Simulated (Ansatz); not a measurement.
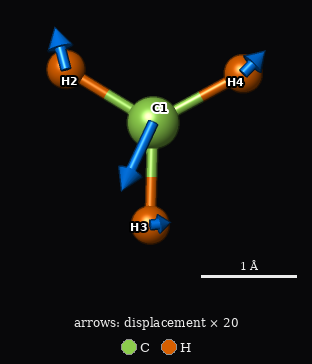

CH₃ (multiplicity 2). The blue arrows show how the atoms are displaced, magnified 20 times. The picture is a ball-and-stick view, seen face on.

Computed with UKS r2SCAN-D4/def2-TZVPP in Ansatz 0.2.0. 

### Describe the change and its computed effect.

All atoms are moved at random (σ = 0.04 Å) from the PBE0-D4/def2-TZVP minimum. Energy change: +0.090 eV. The largest force is 3.2 eV/Å, on C1. The forces mostly point back along the displacements (cosine −0.86). At other levels of theory the same distortion costs 0.081 eV (UKS PBE-D4/def2-TZVPP), 0.091 eV (UKS PBE0-D4/def2-TZVPP), 0.093 eV (UKS wB97M-V/def2-TZVPP), 0.091 eV (UHF-CCSD(T), frozen core/def2-TZVPP). Among the bonded contacts that change: C1–H4 1.080 → 1.129 Å, C1–H3 1.080 → 1.041 Å, C1–H2 1.080 → 1.105 Å. Among the angles between lasting bonds that change: H2–C1–H4 120.0° → 115.5°, H2–C1–H3 120.0° → 124.4°.
